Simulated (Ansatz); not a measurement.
# SiPH4 (SMILES [SiH2]P): the energy, rung by rung

The species is SiPH4 (6 atoms), meant as a doublet with charge 0. SMILES: `[SiH2]P`. Geometry: relaxed at GFN2-xTB. This is one conformer, not always the lowest.

```xyz
6

Si    0.1270   -0.9861   -0.1047
P    -0.3387    1.1700    0.1422
H    -0.3006   -1.7247    1.0879
H    -0.5793   -1.5143   -1.2763
H     0.4347    1.6172   -0.9153
H     0.6569    1.4380    1.0661
```

Each level gives the energy change with the Si1–H3 bond stretched from 1.467 to 2.200 Å (eV). The values are calculated.

```
            level                    kind  program  value (eV)  less FCI/STO-3G  CPU time (all runs)
      UPBE/STO-3G                     GGA   Ansatz        2.60            -0.08                  3 s
     UPBE0/STO-3G           global hybrid   Ansatz        2.94            +0.26                3.1 s
UCAM-B3LYP/STO-3G  range-separated hybrid   Ansatz        3.00            +0.32                3.7 s
    UHSE06/STO-3G  range-separated hybrid   Ansatz        2.93            +0.25                3.5 s
  UBCCD(T)/STO-3G   coupled cluster or CI   Ansatz        2.69            +0.01               0.57 s
     UCCSD/STO-3G   coupled cluster or CI   Ansatz        2.73            +0.05               0.49 s
   UCCSDTQ/STO-3G   coupled cluster or CI   Ansatz        2.68             0.00                 63 s
       FCI/STO-3G      exact in the basis   Ansatz        2.68             0.00                  7 s
```

FCI/STO-3G is exact within its basis and frozen core, so for wave-function methods in that basis the difference is their error; functionals converge differently with the basis, so for them it is only a difference. The first shape isn't each level's own minimum. The values span 2.60 to 3.00 eV. Spin contamination of the reference (⟨S²⟩ at least 0.1 too high) touches UBCCD(T)/STO-3G, UCCSD/STO-3G, UCCSDTQ/STO-3G. All rows use very small basis sets, so even the best lies far from the true value. Times are those of the runs behind each value, whatever else they computed, on shared processors of several kinds: orders of magnitude only.

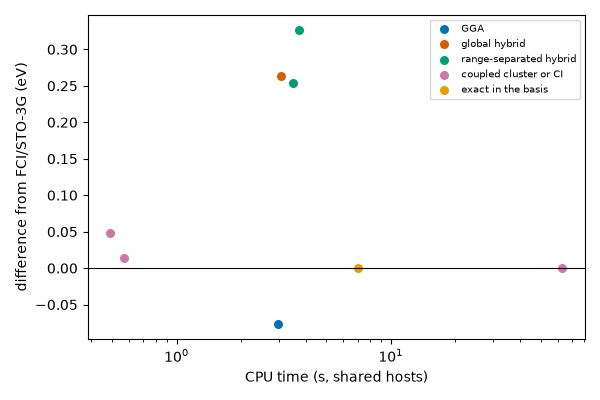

Difference from FCI/STO-3G against processor time, one point a level.
